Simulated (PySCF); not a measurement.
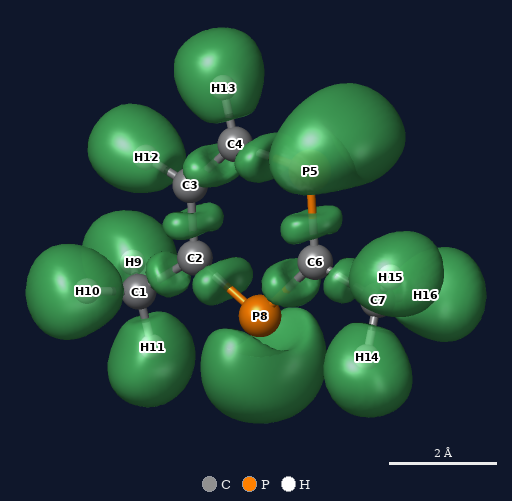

C$_{6}$H$_{8}$P$_{2}$ (SMILES Cc1ccpc(C)p1). Isosurface of the ELF at 0.8 (green), seen at a tilt. Only the valence region is drawn (cores and ρ < 0.01 e/Å³ removed).

Geometry: GFN2-xTB.

These are results of PBE0/pcSseg-1, SCF density, gas phase, non-relativistic in PySCF, not measurements.

```xyz
16

C    -2.2780   -1.4120    0.1533
C    -1.1252   -0.4564    0.0069
C    -1.4066    0.8555   -0.3348
C    -0.5062    1.8873   -0.4968
P     1.2169    1.8608   -0.3190
C     1.5524    0.2039    0.0973
C     3.0122   -0.1343    0.2833
P     0.4563   -1.1308    0.3119
H    -2.9212   -1.3772   -0.7255
H    -2.8827   -1.1441    1.0207
H    -1.9221   -2.4322    0.2870
H    -2.4542    1.0948   -0.4905
H    -0.9096    2.8578   -0.7651
H     3.1342   -1.0058    0.9258
H     3.5566    0.7047    0.7152
H     3.4696   -0.3629   -0.6811
```

**Where are the electrons localised?**

At this value the surface marks out four regions between bonded C–C atoms (shared pairs), four regions between bonded C–P atoms (shared pairs), eight regions around hydrogen nuclei and two lobes on P, pointing away from the bonds (lone pairs).

Values along the shortest contacts:
C–C (1.38 Å): the ELF peaks at about 0.95 between the atoms (a covalent bond). C–P (1.73 Å): the ELF peaks at about 0.95 between the atoms (a covalent bond).
